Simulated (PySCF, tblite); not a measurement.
# C₆H₈O₂Si: dynamics, then NMR shifts on frames, part 2 of 2

tblite 0.8.0 and PySCF 2.14.0. Atoms count from 0.

## Step 5: Shielding tensors: 625 fs, PBE0/pcSseg-1

What the job is given:

```
{"job": {"kind": "nmr", "xc": "PBE0", "basis": "pcSseg-1", "pop": false}, "charge": 0, "multiplicity": 1}
C      3.114100     0.459500     0.616700
O      1.638700     0.677000     0.663500
C      0.852800     0.418700    -0.325900
O      1.298300     0.085800    -1.411200
C     -0.561400     0.694700    -0.047100
C     -1.422500     0.188900    -0.953300
C     -2.795700     0.173500    -0.535600
C     -2.981600     0.516100     0.766900
Si    -1.386700     1.008200     1.654500
H      3.406400     0.850400    -0.406700
H      3.482700     1.050000     1.497800
H      3.321700    -0.608400     0.771700
H     -1.107000    -0.485400    -1.872800
H     -3.607000    -0.161200    -1.239600
H     -3.969800     0.369900     1.130700
H     -1.442400     2.463200     1.813500
H     -0.528500     0.289300     2.566700
```

With the program's defaults for keys left out, this is: GIAO PBE0/pcSseg-1 NMR shielding, non-relativistic, gas phase.

The program printed:

```text
coarse grid: 15272 points
cycle   1  E = -672.4721011855  dE =  1.413e+00  |g| = 9.139e-01  |ddm| = 3.855e+00
cycle   2  E = -672.1311077951  dE =  3.410e-01  |g| = 1.605e+00  |ddm| = 2.295e+00
cycle   3  E = -672.6181805927  dE = -4.871e-01  |g| = 3.120e-01  |ddm| = 1.732e+00
cycle   4  E = -672.6363296120  dE = -1.815e-02  |g| = 8.576e-02  |ddm| = 2.812e-01
cycle   5  E = -672.6373945447  dE = -1.065e-03  |g| = 3.072e-02  |ddm| = 6.233e-02
cycle   6  E = -672.6376071040  dE = -2.126e-04  |g| = 9.103e-03  |ddm| = 3.520e-02
cycle   7  E = -672.6376266464  dE = -1.954e-05  |g| = 3.458e-03  |ddm| = 1.164e-02
cycle   8  E = -672.6376294720  dE = -2.826e-06  |g| = 7.826e-04  |ddm| = 3.217e-03
final grid: 144568 points
cycle   9  E = -672.7121348055  dE = -1.090e-05  |g| = 1.312e-02  |ddm| = 2.786e-02
cycle  10  E = -672.7120874959  dE =  4.731e-05  |g| = 2.054e-02  |ddm| = 2.657e-02
cycle  11  E = -672.7121677912  dE = -8.030e-05  |g| = 1.768e-03  |ddm| = 1.710e-02
cycle  12  E = -672.7121683457  dE = -5.546e-07  |g| = 4.541e-04  |ddm| = 1.486e-03
cycle  13  E = -672.7121683794  dE = -3.370e-08  |g| = 1.523e-04  |ddm| = 4.220e-04
cycle  14  E = -672.7121683841  dE = -4.638e-09  |g| = 4.180e-05  |ddm| = 1.544e-04
cycle  15  E = -672.7121683844  dE = -3.197e-10  |g| = 2.123e-05  |ddm| = 4.677e-05
converged SCF energy = -672.7121683844

GIAO shielding tensors (ppm)
atom      isotropic    diamagn.    paramagn.     s11        s22        s33       span
  0 C      120.433     246.302    -125.869     84.453    106.090    170.755     86.302
  1 O      141.990     404.344    -262.354      5.093    198.258    222.620    217.527
  2 C       13.821     250.371    -236.550    -80.686     48.445     73.704    154.389
  3 O      -54.442     406.170    -460.612   -281.832   -206.602    325.108    606.940
  4 C       40.403     263.180    -222.777    -55.604     40.646    136.168    191.772
  5 C       10.608     255.793    -245.186   -107.847     11.829    127.840    235.687
  6 C       18.046     259.141    -241.095   -102.323     26.850    129.611    231.934
  7 C       41.681     260.699    -219.018    -60.275     25.477    159.841    220.116
  8 Si     412.581     882.488    -469.907    369.806    404.266    463.670     93.863
  9 H       25.314      27.195      -1.880     21.559     24.200     30.184      8.625
 10 H       26.839      27.323      -0.484     23.025     25.920     31.573      8.548
 11 H       27.402      29.334      -1.932     23.776     25.540     32.890      9.115
 12 H       21.954      31.010      -9.057     19.487     21.085     25.288      5.801
 13 H       23.337      29.060      -5.723     21.535     22.443     26.033      4.498
 14 H       25.698      28.535      -2.837     23.094     25.990     28.009      4.915
 15 H       26.917      29.261      -2.344     23.798     24.863     32.090      8.292
 16 H       27.038      30.428      -3.390     22.911     26.430     31.773      8.862
```

It took 51 s on 1 thread of Arm Neoverse N1, shared host; peak memory 0.96 GiB.

Key values: δ C5 176.3, C2 173.1, C6 168.9, C4 146.5, H12 9.76, H13 8.38 ppm.

## Step 6: Shielding tensors: 800 fs, PBE0/pcSseg-1

What the job is given:

```
{"job": {"kind": "nmr", "xc": "PBE0", "basis": "pcSseg-1", "pop": false}, "charge": 0, "multiplicity": 1}
C      2.755700     0.578900     1.395000
O      1.315300     0.362800     1.313700
C      0.679100     0.399300     0.137200
O      1.078900     0.254700    -1.018300
C     -0.731100     0.403800     0.363700
C     -1.639200    -0.126600    -0.500000
C     -2.991000     0.210500    -0.078300
C     -3.122800     0.919100     1.037800
Si    -1.512800     1.372200     1.775500
H      3.107500     0.657600     0.366900
H      2.983200     1.522900     1.965500
H      3.142800    -0.186100     2.071000
H     -1.286200    -0.736100    -1.196000
H     -3.894600    -0.181600    -0.604900
H     -4.063500     1.031400     1.534800
H     -1.406600     2.905200     1.869300
H     -1.205500     0.414500     2.952300
```

Method: GIAO PBE0/pcSseg-1 NMR shielding, non-relativistic, gas phase.

The program printed:

```text
coarse grid: 15272 points
cycle   1  E = -672.4624714913  dE =  1.539e+00  |g| = 9.144e-01  |ddm| = 3.930e+00
cycle   2  E = -672.0705292773  dE =  3.919e-01  |g| = 1.686e+00  |ddm| = 2.211e+00
cycle   3  E = -672.6068789900  dE = -5.363e-01  |g| = 3.404e-01  |ddm| = 1.668e+00
cycle   4  E = -672.6288986745  dE = -2.202e-02  |g| = 8.801e-02  |ddm| = 3.019e-01
cycle   5  E = -672.6300191862  dE = -1.121e-03  |g| = 3.193e-02  |ddm| = 6.632e-02
cycle   6  E = -672.6302531913  dE = -2.340e-04  |g| = 8.723e-03  |ddm| = 3.787e-02
cycle   7  E = -672.6302702189  dE = -1.703e-05  |g| = 3.517e-03  |ddm| = 1.174e-02
cycle   8  E = -672.6302730728  dE = -2.854e-06  |g| = 9.337e-04  |ddm| = 3.388e-03
final grid: 144568 points
cycle   9  E = -672.7047999581  dE = -1.460e-05  |g| = 1.357e-02  |ddm| = 3.310e-02
cycle  10  E = -672.7047463206  dE =  5.364e-05  |g| = 2.171e-02  |ddm| = 2.645e-02
cycle  11  E = -672.7048344732  dE = -8.815e-05  |g| = 2.420e-03  |ddm| = 1.738e-02
cycle  12  E = -672.7048355052  dE = -1.032e-06  |g| = 5.461e-04  |ddm| = 1.913e-03
cycle  13  E = -672.7048355579  dE = -5.264e-08  |g| = 1.734e-04  |ddm| = 5.407e-04
cycle  14  E = -672.7048355641  dE = -6.237e-09  |g| = 4.258e-05  |ddm| = 1.659e-04
cycle  15  E = -672.7048355644  dE = -3.138e-10  |g| = 2.241e-05  |ddm| = 5.141e-05
converged SCF energy = -672.7048355644

GIAO shielding tensors (ppm)
atom      isotropic    diamagn.    paramagn.     s11        s22        s33       span
  0 C      128.532     243.022    -114.490     82.267    119.978    183.352    101.085
  1 O      155.717     402.635    -246.918      4.784    215.952    246.416    241.632
  2 C        7.509     253.092    -245.583    -94.771     42.872     74.427    169.199
  3 O     -100.834     406.230    -507.064   -419.059   -197.378    313.934    732.993
  4 C       25.991     265.396    -239.406    -58.551      5.849    130.675    189.226
  5 C       24.289     250.609    -226.320   -106.666     29.099    150.435    257.100
  6 C       33.019     253.020    -220.001    -79.992     39.029    140.020    220.012
  7 C       47.667     262.168    -214.501    -58.433     28.190    173.243    231.676
  8 Si     402.850     882.556    -479.706    346.435    416.561    445.553     99.118
  9 H       26.082      27.692      -1.610     22.073     25.209     30.963      8.890
 10 H       27.381      27.041       0.340     23.151     26.135     32.856      9.705
 11 H       27.452      28.043      -0.590     23.388     25.904     33.065      9.676
 12 H       24.237      36.863     -12.626     17.239     25.663     29.808     12.569
 13 H       23.954      27.865      -3.911     22.103     22.407     27.352      5.249
 14 H       25.476      28.406      -2.930     24.082     25.132     27.213      3.131
 15 H       25.964      27.736      -1.772     22.851     24.478     30.563      7.712
 16 H       25.986      28.364      -2.377     22.326     24.668     30.966      8.641
```

Run time: 52 s. Hardware: 1 thread of Arm Neoverse N1, shared host; peak memory 0.94 GiB.

Key values: δ C2 179.4, C5 162.6, C4 160.9, C6 153.9, H13 7.76, H12 7.48 ppm.

## Step 7: NMR shieldings: 1000 fs, PBE0/pcSseg-1

What the job is given:

```
{"job": {"kind": "nmr", "xc": "PBE0", "basis": "pcSseg-1", "pop": false}, "charge": 0, "multiplicity": 1}
C      2.221800     1.713200     1.423200
O      0.782800     1.392800     1.430000
C      0.174500     1.266200     0.229600
O      0.688600     1.387200    -0.861500
C     -1.122400     0.870800     0.503900
C     -1.867000    -0.108600    -0.108900
C     -3.204800    -0.219100     0.482100
C     -3.392500     0.368300     1.700900
Si    -1.927900     1.442800     2.094000
H      2.778800     1.382700     0.485300
H      2.301200     2.850800     1.560900
H      2.770900     1.123100     2.196700
H     -1.721100    -0.601100    -0.982700
H     -4.129300    -0.768100     0.137300
H     -4.386900     0.420500     2.102000
H     -2.245400     3.113600     1.883800
H     -1.102400     0.904900     3.221000
```

Method: GIAO PBE0/pcSseg-1 NMR shielding, non-relativistic, gas phase.

The program printed:

```text
coarse grid: 15272 points
cycle   1  E = -672.4666262904  dE =  1.417e+00  |g| = 8.853e-01  |ddm| = 3.905e+00
cycle   2  E = -672.1318277938  dE =  3.348e-01  |g| = 1.586e+00  |ddm| = 2.021e+00
cycle   3  E = -672.6025245462  dE = -4.707e-01  |g| = 3.127e-01  |ddm| = 1.484e+00
cycle   4  E = -672.6210012732  dE = -1.848e-02  |g| = 8.714e-02  |ddm| = 2.838e-01
cycle   5  E = -672.6220631145  dE = -1.062e-03  |g| = 3.427e-02  |ddm| = 6.956e-02
cycle   6  E = -672.6223384226  dE = -2.753e-04  |g| = 8.900e-03  |ddm| = 4.210e-02
cycle   7  E = -672.6223553236  dE = -1.690e-05  |g| = 4.043e-03  |ddm| = 1.228e-02
cycle   8  E = -672.6223592705  dE = -3.947e-06  |g| = 7.897e-04  |ddm| = 3.748e-03
final grid: 144568 points
cycle   9  E = -672.6964879764  dE = -1.050e-05  |g| = 1.381e-02  |ddm| = 2.821e-02
cycle  10  E = -672.6964312121  dE =  5.676e-05  |g| = 2.219e-02  |ddm| = 2.672e-02
cycle  11  E = -672.6965239688  dE = -9.276e-05  |g| = 2.026e-03  |ddm| = 1.742e-02
cycle  12  E = -672.6965246950  dE = -7.262e-07  |g| = 5.080e-04  |ddm| = 1.552e-03
cycle  13  E = -672.6965247378  dE = -4.276e-08  |g| = 1.797e-04  |ddm| = 4.931e-04
cycle  14  E = -672.6965247444  dE = -6.617e-09  |g| = 4.539e-05  |ddm| = 1.780e-04
cycle  15  E = -672.6965247447  dE = -3.604e-10  |g| = 2.568e-05  |ddm| = 5.496e-05
converged SCF energy = -672.6965247447

GIAO shielding tensors (ppm)
atom      isotropic    diamagn.    paramagn.     s11        s22        s33       span
  0 C      124.748     241.966    -117.218     92.968    103.649    177.625     84.657
  1 O      131.763     404.410    -272.647    -24.730    192.650    227.368    252.098
  2 C       13.245     252.586    -239.341    -89.963     51.166     78.530    168.493
  3 O      -93.737     406.711    -500.448   -393.948   -211.892    324.628    718.576
  4 C       35.172     265.158    -229.986    -47.408      5.633    147.290    194.698
  5 C       32.283     246.179    -213.897    -73.828     18.116    152.560    226.388
  6 C       14.816     253.551    -238.735   -119.841     30.891    133.399    253.240
  7 C       36.418     261.936    -225.518    -81.158     25.971    164.440    245.598
  8 Si     377.547     881.655    -504.108    311.222    401.310    420.109    108.887
  9 H       25.777      28.643      -2.866     22.197     25.007     30.128      7.931
 10 H       26.649      25.207       1.442     22.080     24.763     33.104     11.023
 11 H       27.231      27.526      -0.295     23.654     25.483     32.555      8.900
 12 H       24.935      34.533      -9.598     21.060     25.155     28.589      7.529
 13 H       22.786      27.252      -4.466     19.353     21.457     27.548      8.196
 14 H       25.114      27.693      -2.579     23.090     25.124     27.127      4.037
 15 H       24.241      24.772      -0.531     21.431     22.905     28.387      6.956
 16 H       25.785      28.881      -3.096     21.703     25.737     29.916      8.214
```

Run time: 52 s. Hardware: 1 thread of Arm Neoverse N1, shared host; peak memory 0.95 GiB.

This run: δ C2 173.7, C6 172.1, C5 154.6, C4 151.8, H13 8.93, H15 7.48 ppm.

## Step 8: Comparing the runs: NMR shifts

Shifts (ppm) of some atoms, chosen among heavy atoms and hydrogens apart, with basis size and wall time:

```tsv
frame	C6	C4	H15	H9	O3	O1	Si8	functions	time
250 fs	164.3	151.3	4.22	2.89	426.8	238.1	-50.1	200	53 s
425 fs	149.7	130.8	4.78	3.21	415.4	200.8	-30.2	200	53 s
625 fs	168.9	146.5	4.80	6.40	390.5	194.1	-63.4	200	51 s
800 fs	153.9	160.9	5.75	5.64	436.9	180.4	-53.7	200	52 s
1000 fs	172.1	151.8	7.48	5.94	429.8	204.3	-28.4	200	52 s
```

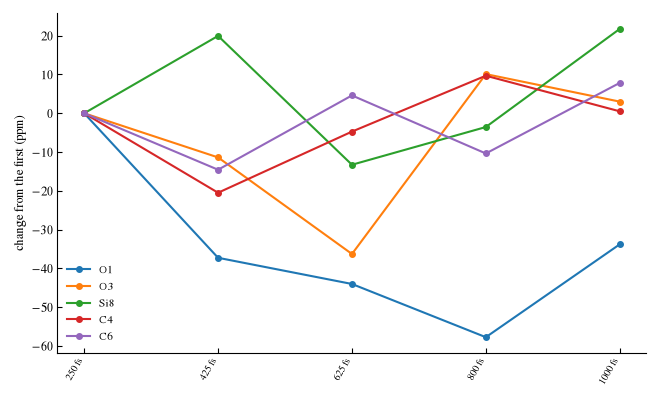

How five of the tabulated atoms move from run to run.

## Step 9: What came out

The summary covers parts 1 to 2.

| quantity | value |
| --- | --- |
| thermostat | 600 K |
| mean temperature, second half | 647 K |
| mean potential energy above the minimum | 1.14 eV |
| 13C shifts against TMS (PBE0/pcSseg-1, 250 fs) | 174.3, 164.3, 156.5, 151.3, 141.5, 53.7 ppm |
| 1H shifts against TMS (PBE0/pcSseg-1, 250 fs) | 8.51, 8.34, 6.48, 5.21, 5.20, 4.22, 3.60, 2.89 ppm |
| 17O shifts against H2O (PBE0/pcSseg-1, 250 fs) | 426.8, 238.1 ppm |
| 29Si shifts against TMS (PBE0/pcSseg-1, 250 fs) | -50.1 ppm |
| range of the shift of O1 | 180.4 to 238.1 ppm |

What this shows: In the second half the potential energy averages 1.14 eV above the minimum; equipartition over 45 harmonic modes at 600 K would give 1.16 eV. With 17 atoms the temperature swings widely (313 to 912 K). Shifts at one fixed geometry are not the observed spectrum, which averages over the motion. In the first frame run (250 fs): The largest span, 686 ppm, is at O3, where the paramagnetic term is -494 ppm. In ppm, O1 moves most: its shift spreads over 57.8 ppm, from 180.4 (800 fs) to 238.1 (250 fs).
